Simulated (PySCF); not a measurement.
# C₄H₂N₄S: excited states, first hyperpolarisability

Wanted: excited states, first hyperpolarisability for C₄H₂N₄S (`c1cnc2nsnc2n1`).

Programs: PySCF 2.14.0, with routines of our own; each step states its level. All values are computed. Atoms count from 0.

## 1. The starting structure

11 atoms, charge 0, multiplicity 1; geometry from: GFN2-xTB.

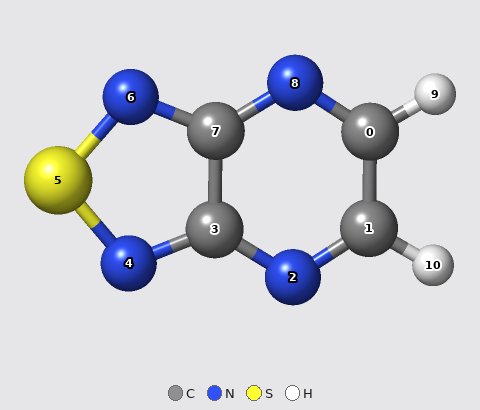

The starting geometry (carbon grey, nitrogen blue, sulfur yellow, hydrogen white).

## 2. Optimising the geometry at PBE0-D3(BJ)/def2-SVP

Job settings and geometry (Å):

```
{"job": {"xc": "PBE0", "basis": "def2-SVP", "d3": "d3bj", "grid": 2, "kind": "geom"}, "charge": 0, "multiplicity": 1}
C     -1.337695    -0.194606     0.916531
C     -1.520101    -0.365420    -0.477797
N     -0.554158    -0.244728    -1.351374
C      0.641635     0.056180    -0.828370
N      1.774943     0.230387    -1.505827
S      2.934263     0.575477    -0.456986
N      2.089595     0.527455     0.902117
C      0.827725     0.231692     0.595714
N     -0.185959     0.101048     1.461377
H     -2.170371    -0.306406     1.597368
H     -2.494453    -0.608409    -0.878716
```

Launch:

```bash
$ OMP_NUM_THREADS=1 python excited_run.py task.json out
```

The driver reads the jobs from task.json and runs them one after another.

Standard output:

```text
step   0  E = -769.83890172  max force = 0.025261
step   1  E = -769.84142089  max force = 0.003860
step   2  E = -769.84143874  max force = 0.004024
step   3  E = -769.84148929  max force = 0.000797
step   4  E = -769.84148761  max force = 0.001019
step   5  E = -769.84149106  max force = 0.000242
optimisation converged
```

Run time: 48 s. Hardware: 1 thread of Intel Xeon Platinum 8559C, shared host; peak memory 0.71 GiB.

The steps of the relaxation:

```csv
step,energy from step 0 (eV),largest force component (eV/Å)
0,0.0000,1.2990
1,-0.0686,0.1985
2,-0.0690,0.2069
3,-0.0704,0.0410
4,-0.0704,0.0524
5,-0.0705,0.0124
```

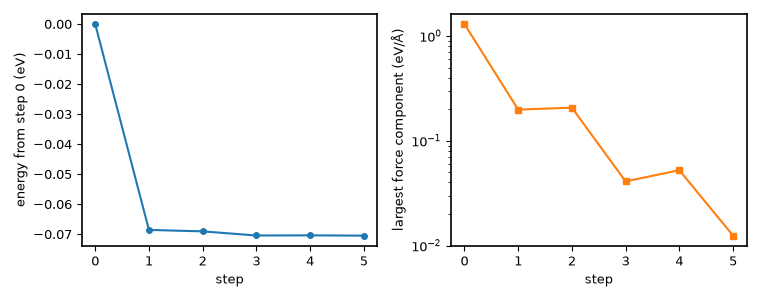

Energy and force, step by step.

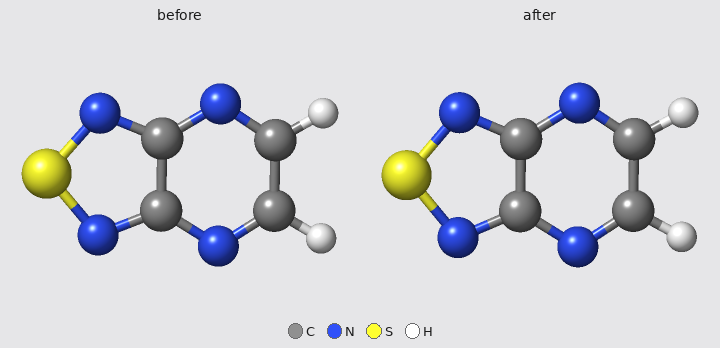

Before and after, at one scale.

Distances of close pairs at the start and the end, largest changes first:

```csv
bond,before (Å),after (Å),change (Å)
C0–C1,1.417,1.439,+0.022
S5–N6,1.601,1.623,+0.022
N4–S5,1.601,1.623,+0.022
C1–H10,1.081,1.097,+0.015
C0–H9,1.081,1.097,+0.015
N2–C3,1.339,1.353,+0.013
C7–N8,1.339,1.353,+0.013
C1–N2,1.308,1.304,-0.004
```

The final coordinates are the input of the step that follows.

```csv
at the end point,value
point group (found at 0.08 Å tolerance),C2v
"rotational constants (GHz, main isotopes)","3.872, 1.333, 0.992"
dipole moment (D),1.34
```

## 3. Excited states: TDA CAM-B3LYP/def2-TZVP

Job settings and geometry (Å):

```
{"job": {"kind": "states", "xc": "CAM-B3LYP", "basis": "def2-TZVP", "tda": true, "soc": true, "nstates": 6, "ntriplets": 5, "nquad": 4}, "charge": 0, "multiplicity": 1}
C     -1.433728    -0.423195     0.932252
C     -1.624464    -0.596557    -0.483413
N     -0.674582    -0.450086    -1.365177
C      0.525613    -0.116497    -0.837680
N      1.632197     0.083162    -1.550383
S      2.791496     0.454651    -0.477039
N      1.965340     0.384295     0.918077
C      0.717950     0.057491     0.587326
N     -0.291183    -0.102773     1.473761
H     -2.290966    -0.566030     1.601153
H     -2.621544    -0.866873    -0.851448
```

Level: TDA CAM-B3LYP/def2-TZVP excited states, vertical, gas phase, spin-orbit mean-field couplings.

Standard output:

```text
coarse grid: 11456 points
cycle   1  E = -770.7179302855  dE =  2.280e+00  |g| = 5.476e-01  |ddm| = 3.313e+00
cycle   2  E = -770.7121979927  dE =  5.732e-03  |g| = 6.385e-01  |ddm| = 7.857e-01
cycle   3  E = -770.7886915230  dE = -7.649e-02  |g| = 7.178e-02  |ddm| = 3.895e-01
cycle   4  E = -770.7895810435  dE = -8.895e-04  |g| = 3.862e-02  |ddm| = 9.956e-02
cycle   5  E = -770.7899351527  dE = -3.541e-04  |g| = 1.317e-02  |ddm| = 3.938e-02
cycle   6  E = -770.7899845359  dE = -4.938e-05  |g| = 3.102e-03  |ddm| = 1.268e-02
cycle   7  E = -770.7899886317  dE = -4.096e-06  |g| = 1.164e-03  |ddm| = 5.051e-03
final grid: 111296 points
cycle   8  E = -770.7799820300  dE = -3.207e-05  |g| = 3.812e-03  |ddm| = 5.224e-02
cycle   9  E = -770.7799811523  dE =  8.777e-07  |g| = 4.248e-03  |ddm| = 6.986e-03
cycle  10  E = -770.7799849941  dE = -3.842e-06  |g| = 6.946e-04  |ddm| = 3.600e-03
cycle  11  E = -770.7799850923  dE = -9.829e-08  |g| = 3.449e-04  |ddm| = 6.926e-04
cycle  12  E = -770.7799851187  dE = -2.636e-08  |g| = 1.479e-04  |ddm| = 3.412e-04
cycle  13  E = -770.7799851251  dE = -6.387e-09  |g| = 4.926e-05  |ddm| = 1.531e-04
cycle  14  E = -770.7799851263  dE = -1.220e-09  |g| = 2.662e-05  |ddm| = 7.120e-05
cycle  15  E = -770.7799851267  dE = -3.522e-10  |g| = 7.081e-06  |ddm| = 3.989e-05
converged SCF energy = -770.7799851267

Singlet excitations
state   eV       nm        f     d(h-e)  d(exc)  Lambda  PR(NTO)  |dmu|/D   mu/D   main configurations
  1   3.2724   378.9   0.00151   0.561   3.012   0.513   1.028    1.588    3.127   H->L 0.97
  2   4.5386   273.2   0.00000   0.577   2.888   0.476   1.025    1.611    0.072   H-3->L 0.94
  3   4.7085   263.3   0.42877   0.313   3.094   0.674   1.295    0.588    0.950   H-1->L 0.87, H-2->L+2 0.09
  4   5.0230   246.8   0.06048   0.414   3.126   0.790   1.220    1.175    0.363   H-2->L 0.90
  5   5.2303   237.0   0.00000   0.279   2.621   0.487   1.862                     H-4->L 0.65, H->L+2 0.30
  6   5.6949   217.7   0.00943   0.814   2.702   0.563   1.344                     H->L+1 0.82, H-6->L 0.14

Triplet excitations (Tamm-Dancoff)
state   eV     d(h-e)  d(exc)  Lambda  PR(NTO)   main configurations
  1   2.7941   0.369   2.865   0.515   1.058   H->L 0.91
  2   2.9694   0.088   3.070   0.679   1.034   H-1->L 0.98
  3   3.0870   0.023   2.793   0.805   1.157   H-2->L 0.92
  4   3.9456   0.385   2.725   0.478   1.088   H-3->L 0.88
  5   4.5392   0.069   2.479   0.497   1.682   H-4->L 0.68, H->L+2 0.17
S1 - T1 = 0.4783 eV

Spin-orbit couplings |<S|Hso|T>| (cm-1)
             T1       T2       T3       T4       T5
S0        2.836    0.070    0.648   89.142   13.700
S1        0.005   10.730    7.877    1.376    0.364
S2        2.204   38.905    1.082    0.049    0.013
S3        9.164    0.053    0.048   38.990    8.664
S4        4.005    0.248    0.010    9.679    4.507
S5        0.739    6.007    2.742    0.025    0.009
S6        0.015   15.945    5.611    2.062    1.111
T1 sublevels (cm-1): 0.000 0.025 0.040   radiative rates (1/s): 1.76e-05 33.1 25.8
```

Run time: 65 s. Hardware: 1 thread of Intel Xeon Platinum 8559C, shared host; peak memory 1.2 GiB.

From this job:

```csv
quantity,value
S1 less T1,0.48 eV
```

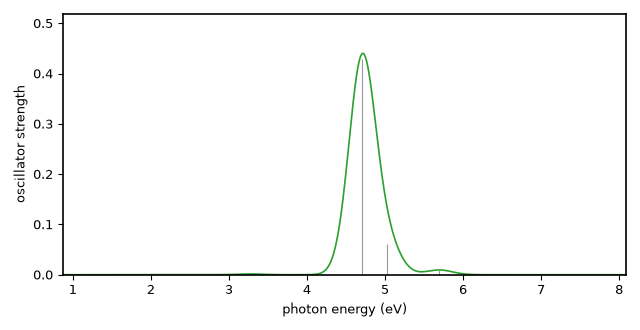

Absorption lines of the singlets. Lines are broadened to a width of 0.40 eV (Gaussian).

## 4. Excited states: TDDFT CAM-B3LYP/aug-cc-pVDZ

The job, as its differences from that of step 3:

```diff
@@ -1,2 +1,2 @@
-{"job": {"kind": "states", "xc": "CAM-B3LYP", "basis": "def2-TZVP", "tda": true, "soc": true, "nstates": 6, "ntriplets": 5, "nquad": 4}, "charge": 0, "multiplicity": 1}
+{"job": {"kind": "states", "xc": "CAM-B3LYP", "basis": "aug-cc-pVDZ", "tpa": true, "nstates": 8, "nquad": 6, "ntriplets": 0}, "charge": 0, "multiplicity": 1}
 C     -1.433728    -0.423195     0.932252
```

With the program's defaults for keys left out, this is: TDDFT CAM-B3LYP/aug-cc-pVDZ excited states, vertical, gas phase, two-photon moments by quadratic response.

Standard output:

```text
coarse grid: 11456 points
cycle   1  E = -770.5606205114  dE =  2.346e+00  |g| = 5.331e-01  |ddm| = 1.228e+01
cycle   2  E = -770.5581770118  dE =  2.443e-03  |g| = 6.103e-01  |ddm| = 2.176e+00
cycle   3  E = -770.6331858845  dE = -7.501e-02  |g| = 7.119e-02  |ddm| = 1.347e+00
cycle   4  E = -770.6341826859  dE = -9.968e-04  |g| = 3.669e-02  |ddm| = 2.794e-01
cycle   5  E = -770.6345358782  dE = -3.532e-04  |g| = 1.274e-02  |ddm| = 1.175e-01
cycle   6  E = -770.6345838194  dE = -4.794e-05  |g| = 2.722e-03  |ddm| = 3.912e-02
cycle   7  E = -770.6345875336  dE = -3.714e-06  |g| = 1.147e-03  |ddm| = 1.195e-02
final grid: 111296 points
cycle   8  E = -770.6676982787  dE = -1.441e-05  |g| = 3.016e-03  |ddm| = 1.278e-01
cycle   9  E = -770.6676975316  dE =  7.471e-07  |g| = 3.668e-03  |ddm| = 1.684e-02
cycle  10  E = -770.6677006187  dE = -3.087e-06  |g| = 6.202e-04  |ddm| = 7.578e-03
cycle  11  E = -770.6677007000  dE = -8.139e-08  |g| = 2.978e-04  |ddm| = 1.599e-03
cycle  12  E = -770.6677007227  dE = -2.264e-08  |g| = 1.285e-04  |ddm| = 7.763e-04
cycle  13  E = -770.6677007285  dE = -5.825e-09  |g| = 3.636e-05  |ddm| = 4.070e-04
cycle  14  E = -770.6677007293  dE = -7.576e-10  |g| = 2.062e-05  |ddm| = 1.579e-04
converged SCF energy = -770.6677007293

Singlet excitations
state   eV       nm        f     d(h-e)  d(exc)  Lambda  PR(NTO)  |dmu|/D   mu/D   delta(TPA)   sigma/GM   main configurations
  1   3.2349   383.3   0.00123   0.545   3.034   0.511   1.028    1.496    3.119        0.30      0.001   H->L 0.96
  2   4.4618   277.9   0.32766   0.291   3.089   0.663   1.343    0.559    1.063       20.11      0.147   H-1->L 0.94
  3   4.5072   275.1   0.00001   0.606   2.919   0.474   1.028    1.619    0.004        1.04      0.008   H-3->L 0.94
  4   4.7381   261.7   0.04565   0.373   3.126   0.778   1.244    1.016    0.608        0.90      0.007   H-2->L 0.96
  5   5.1968   238.6   0.00000   0.258   2.640   0.483   1.858    0.974    2.596        4.26      0.042   H-4->L 0.65, H->L+3 0.29
  6   5.6552   219.2   0.00759   0.858   2.758   0.549   1.325    1.819    3.441        6.82      0.080   H->L+2 0.81, H-6->L 0.14
  7   5.9777   207.4   0.00000   0.151   3.032   0.462   1.728                                            H->L+3 0.69, H-4->L 0.26
  8   6.4380   192.6   0.00409   0.209   2.932   0.654   1.166                                            H-1->L+2 0.95
```

Run time: 53 s. Hardware: 1 thread of Intel Xeon Platinum 8559C, shared host; peak memory 0.94 GiB.

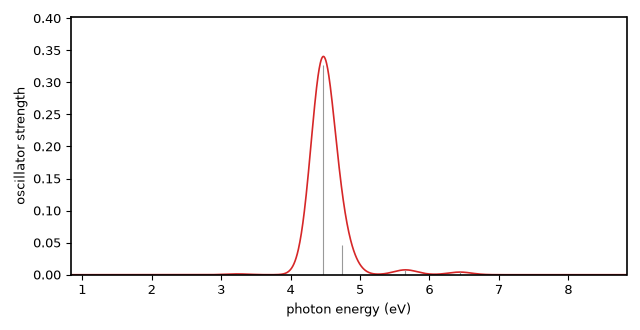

Absorption lines of the singlets. Lines are broadened to a width of 0.40 eV (Gaussian).

## 5. First hyperpolarisability: quadratic response CAM-B3LYP/aug-cc-pVDZ

The job, as its differences from that of step 4:

```diff
@@ -1,2 +1,2 @@
-{"job": {"kind": "states", "xc": "CAM-B3LYP", "basis": "aug-cc-pVDZ", "tpa": true, "nstates": 8, "nquad": 6, "ntriplets": 0}, "charge": 0, "multiplicity": 1}
+{"job": {"kind": "beta", "xc": "CAM-B3LYP", "basis": "aug-cc-pVDZ"}, "charge": 0, "multiplicity": 1}
 C     -1.433728    -0.423195     0.932252
```

Level: quadratic response CAM-B3LYP/aug-cc-pVDZ first hyperpolarisability, Taylor convention, gas phase.

Standard output:

```text
coarse grid: 11456 points
cycle   1  E = -770.5606205114  dE =  2.346e+00  |g| = 5.331e-01  |ddm| = 1.228e+01
cycle   2  E = -770.5581770118  dE =  2.443e-03  |g| = 6.103e-01  |ddm| = 2.176e+00
cycle   3  E = -770.6331858845  dE = -7.501e-02  |g| = 7.119e-02  |ddm| = 1.347e+00
cycle   4  E = -770.6341826859  dE = -9.968e-04  |g| = 3.669e-02  |ddm| = 2.794e-01
cycle   5  E = -770.6345358782  dE = -3.532e-04  |g| = 1.274e-02  |ddm| = 1.175e-01
cycle   6  E = -770.6345838194  dE = -4.794e-05  |g| = 2.722e-03  |ddm| = 3.912e-02
cycle   7  E = -770.6345875336  dE = -3.714e-06  |g| = 1.147e-03  |ddm| = 1.195e-02
final grid: 111296 points
cycle   8  E = -770.6676982787  dE = -1.441e-05  |g| = 3.016e-03  |ddm| = 1.278e-01
cycle   9  E = -770.6676975316  dE =  7.471e-07  |g| = 3.668e-03  |ddm| = 1.684e-02
cycle  10  E = -770.6677006187  dE = -3.087e-06  |g| = 6.202e-04  |ddm| = 7.578e-03
cycle  11  E = -770.6677007000  dE = -8.139e-08  |g| = 2.978e-04  |ddm| = 1.599e-03
cycle  12  E = -770.6677007227  dE = -2.264e-08  |g| = 1.285e-04  |ddm| = 7.763e-04
cycle  13  E = -770.6677007285  dE = -5.825e-09  |g| = 3.636e-05  |ddm| = 4.070e-04
cycle  14  E = -770.6677007293  dE = -7.576e-10  |g| = 2.062e-05  |ddm| = 1.579e-04
converged SCF energy = -770.6677007293

Lowest singlets (eV, f): 3.2349 0.0012  4.4618 0.3276  4.5072 0.0000

First hyperpolarisability (au)
process     nm      |vector|   parallel      HRS      DR
static         -      109.61     -65.76      45.75   4.869
shg       1907.0      123.58     -74.15      51.68   4.571
eope      1907.0      113.99     -68.39          -       -
shg       1064.0      166.14     -99.68      70.32   3.775
eope      1064.0      124.66      -74.8          -       -
```

Wall time 56 s (1 thread of Intel Xeon Platinum 8559C, shared host); peak memory 0.91 GiB.

## 6. Summary of results

```
                                                   quantity                                                value
                                                point group                                                  C2v
                       rotational constants (main isotopes)                                 3.87, 1.33, 0.99 GHz
               S1 less T1 (step 3, TDA CAM-B3LYP/def2-TZVP)                                              0.48 eV
β vector (step 5, quadratic response CAM-B3LYP/aug-cc-pVDZ)  static 110, SHG 1907.0 nm 124, SHG 1064.0 nm 166 au
```

**Reading.** Relaxing lowered the energy by 0.070 eV in 5 steps; the close pair that moved most is C0–C1, from 1.417 to 1.439 Å. No frequency check was run at this level, so the end point may be a saddle. In step 3, the number of triplets below S1 is 3, and the largest singlet-triplet spin-orbit coupling is S0–T4, 89.14 cm⁻¹. β grows from 110 au (static) to 166 au for doubling at 1064.0 nm: normal dispersion, which grows as twice the photon energy moves toward the bright states.
